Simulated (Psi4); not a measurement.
# C2H4Sn (Sn(CCH)H3) at HF/3-21G

Aim: the vertical ionisation energy of C2H4Sn (Sn(CCH)H3) at HF/3-21G, from 2 runs. 

Program for the calculation: Psi4 1.11.

2 further runs of the same task are left out: 1 that didn't finish, 1 set aside as unsound or not needed.

## (1) The system as given

C2H4Sn has 7 atoms, charge 0, and is taken as a singlet. As SMILES, `[H][Sn]([H])([H])[C]#C`. Geometry: a GFN2-xTB relaxation, a rough one for these elements and not checked as a minimum.

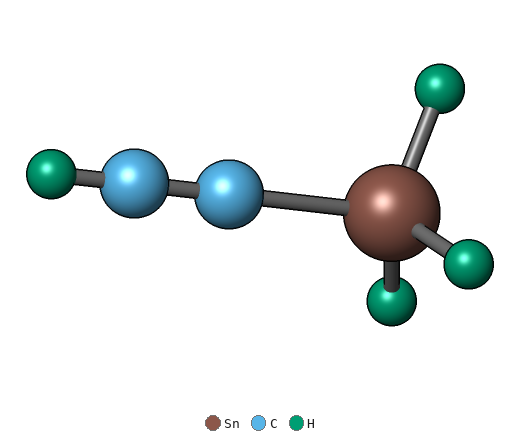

Viewed from a chosen angle; tin brown, carbon blue, hydrogen teal.

## (2) Energy and gradient at HF/3-21G

File calc.dat:

```
memory 1600 MB

molecule molecule1 {
  0 1
  Sn    -0.007330    -0.006120    -1.150470
  C     -0.001510     0.004980     0.909150
  C      0.009030     0.014060     2.110210
  H      0.020010     0.019930     3.162790
  H      1.557680    -0.008800    -1.676400
  H     -0.793740     1.343520    -1.685320
  H     -0.784140    -1.367570    -1.669960
  symmetry c1
  no_reorient
  no_com
}

set {
  basis         3-21G
  puream        true
  e_convergence 1e-09
  d_convergence 1e-08
  scf_type      pk
}

gradient('scf')
```

Started as:

```bash
$ psi4 calc.dat calc.out -n 1
```

calc.out:

```text
[...]
  Running in c1 symmetry.
[...]
  Nuclear repulsion =  206.629320672714499
[...]
  Multiplicity = 1
[...]
  Nalpha       = 33
  Nbeta        = 33
[...]
    Number of basis functions: 57
[...]
   @RHF iter   1: -6073.55512436892423   -3.51290e+00   1.03433e-02 DIIS/ADIIS
[...]
   @RHF iter  10: -6073.82175294264835    0.00000e+00   6.90563e-09 DIIS
[...]
    Orbital Energies [Eh]
    ---------------------
    Doubly Occupied:
       1A   -1034.884190     2A   -156.228160     3A   -145.373852
       4A   -145.373678     5A   -145.373675     6A    -31.535485
       7A    -26.910789     8A    -26.910457     9A    -26.910447
      10A    -19.078621    11A    -19.077118    12A    -19.077111
      13A    -19.076607    14A    -19.076603    15A    -11.176527
      16A    -11.163114    17A     -5.548734    18A     -3.932332
      19A     -3.932329    20A     -3.932258    21A     -1.421057
      22A     -1.420130    23A     -1.420105    24A     -1.414040
      25A     -1.414030    26A     -1.021609    27A     -0.739516
      28A     -0.683829    29A     -0.511883    30A     -0.465800
      31A     -0.465347    32A     -0.395986    33A     -0.395910
[...]
  @RHF Final Energy: -6073.82175294264835
   => Energetics <=
    Nuclear Repulsion Energy =            206.6293206727144991
    One-Electron Energy =               -8788.2194944935527019
    Two-Electron Energy =                2507.7684208781888628
    Total Energy =                      -6073.8217529426492547
[...]
 Multipole Moments:
 ------------------------------------------------------------------------------------
     Multipole            Electronic (a.u.)      Nuclear  (a.u.)        Total (a.u.)
 ------------------------------------------------------------------------------------
 L = 1.  Multiply by 2.5417464519 to convert [e a0] to [Debye]
 Dipole X            :          0.6086481           -0.6076792            0.0009689
 Dipole Y            :          0.3914279           -0.3867891            0.0046387
 Dipole Z            :         78.0053013          -78.0007702            0.0045311
 Magnitude           :                                                    0.0065565
[...]
  -Total Gradient:
     Atom            X                  Y                   Z
    ------   -----------------  -----------------  -----------------
       1        0.000069557050     0.000209971816    -0.008471197299
       2       -0.000299346397    -0.000477610833    -0.031140290128
       3        0.000147915195     0.000372117073     0.010843495604
       4        0.000096256701    -0.000099819142     0.000726389497
       5       -0.027239889854    -0.000118692695     0.009442320799
       6        0.013626356041    -0.023441866315     0.009449178467
       7        0.013599151263     0.023555900095     0.009150103604
[...]
```

It took 2.9 s on 1 thread of Intel Xeon Platinum 8488C (Sapphire Rapids), shared host; peak memory 0.2 GiB.

## (3) The doublet cation, same level

File calc.in:

```
memory 1600 MB

molecule {
  1 2
  Sn    -0.007330    -0.006120    -1.150470
  C     -0.001510     0.004980     0.909150
  C      0.009030     0.014060     2.110210
  H      0.020010     0.019930     3.162790
  H      1.557680    -0.008800    -1.676400
  H     -0.793740     1.343520    -1.685320
  H     -0.784140    -1.367570    -1.669960
  symmetry c1
}

set globals {
  reference uhf
  puream true
  e_convergence 1e-09
  d_convergence 1e-08
  scf_type pk
  maxiter 200
}

result, w = gradient('scf/3-21G', return_wfn=True)
oeprop(w, 'MULLIKEN_CHARGES', 'QUADRUPOLE', 'DIPOLE', title='SCF')
```

Started as:

```bash
$ psi4 -n 1 calc.in calc.out
```

calc.out (excerpt; [...] marks lines left out):

```text
[...]
  Running in c1 symmetry.
[...]
  Nuclear repulsion =  206.629320672714471
[...]
  Multiplicity = 2
[...]
  Nalpha       = 33
  Nbeta        = 32
[...]
    Number of basis functions: 57
[...]
   @UHF iter   1: -6073.20432298385094   -3.16210e+00   1.04115e-02 DIIS/ADIIS
[...]
   @UHF iter  69: -6073.47221103314132   -7.05768e-10   3.73245e-09 DIIS
[...]
   @S^2 Observed:                7.543349679E-01
[...]
  @UHF Final Energy: -6073.47221103314132
   => Energetics <=
    Nuclear Repulsion Energy =            206.6293206727144707
    One-Electron Energy =               -8773.8006085004162742
    Two-Electron Energy =                2493.6990767945590051
    Total Energy =                      -6073.4722110331422300
  UHF NO Occupations:
  HONO-2 :   31  A 1.9995440
  HONO-1 :   32  A 1.9991278
[...]
  -Total Gradient:
     Atom            X                  Y                   Z
    ------   -----------------  -----------------  -----------------
       1        0.002540150370    -0.000262955480     0.056252501691
       2       -0.000416329015     0.000449872288     0.040433220734
       3       -0.000714509944    -0.000344381082    -0.088089776272
       4        0.000005071518    -0.000156970128    -0.007328763270
       5       -0.025763184746    -0.000014506638    -0.000866432734
       6        0.012180044406    -0.021578441608     0.000098345798
       7        0.012168757411     0.021907382651    -0.000499095890
[...]
 Multipole Moments:
 ------------------------------------------------------------------------------------
     Multipole            Electronic (a.u.)      Nuclear  (a.u.)        Total (a.u.)
 ------------------------------------------------------------------------------------
[...]
  Mulliken Charges: (a.u.)
   Center  Symbol    Alpha    Beta     Spin     Total
       1    SN    24.33487 24.39642 -0.06155  1.26871
       2     C     3.29031  2.85332  0.43699 -0.14363
       3     C     3.37973  2.77733  0.60240 -0.15706
       4     H     0.24320  0.28288 -0.03968  0.47392
       5     H     0.59162  0.54954  0.04207 -0.14116
       6     H     0.57755  0.57488  0.00266 -0.15243
       7     H     0.58273  0.56562  0.01711 -0.14835
   Total alpha = 33.00000, Total beta = 32.00000, Total charge =  1.00000
    Psi4 run time: 0:00:02.50
```

Wall time 3.6 s (1 thread of Intel Xeon Platinum 8488C (Sapphire Rapids), shared host); peak memory 0.2 GiB.

## (4) What came out

At HF/3-21G:

| quantity | value |
| --- | --- |
| singlet C2H4Sn: total energy | -6073.82175 Eh |
| singlet C2H4Sn: dipole moment | 0.02 D |
| singlet C2H4Sn: HOMO energy | -10.77 eV |
| singlet C2H4Sn: LUMO energy | 3.82 eV |
| singlet C2H4Sn: HOMO–LUMO gap | 14.59 eV |
| singlet C2H4Sn: largest force on an atom | 1.602 eV/Å |
| doublet cation: total energy | -6073.47221 Eh |
| doublet cation: HOMO energy (highest over α and β) | -16.89 eV |
| doublet cation: LUMO energy (lowest over α and β) | -8.28 eV |
| doublet cation: ⟨S²⟩ | 0.754 |
| doublet cation: largest force on an atom | 4.530 eV/Å |
| vertical ionisation energy (to the doublet cation) | 9.512 eV |

**Reading.** The vertical ionisation energy comes to 9.51 eV (918 kJ/mol). The largest force (singlet C2H4Sn) is 1.60 eV/Å: the shape isn't a stationary point for this species at this level. The negative HOMO energy of the first species, 10.77 eV, lies 1.26 eV above that difference. Relativity is left out (singlet C2H4Sn) although the molecule holds a heavy atom. Relativity is left out (doublet cation) although the molecule holds a heavy atom.
